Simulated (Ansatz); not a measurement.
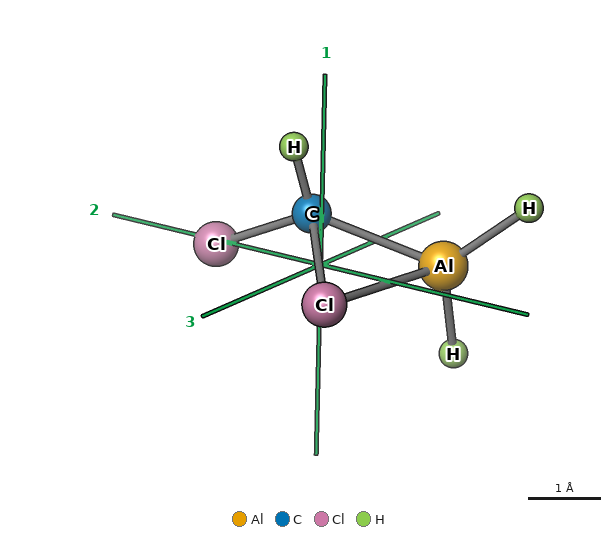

The three principal axes of inertia are drawn and numbered. Depth is shown by fading: the farther an atom, the more it takes the colour of the background. The geometry was computed by an optimisation with PBE-D4/def2-SVP. No frequency run is at hand to confirm it as a minimum. Masses are those of the most abundant isotopes; constants are for the rigid equilibrium geometry.

### Which line is the a axis (least moment of inertia), which b and which c?

a is line 2, b is line 3, c is line 1; the moments are 110, 211, 297 u Å².

### Classify the rotor and give the rotational constants (GHz).

An asymmetric top (C1): A = 4.58, B = 2.39, C = 1.70 GHz. Ray's parameter κ is −0.52, nearer the prolate limit.
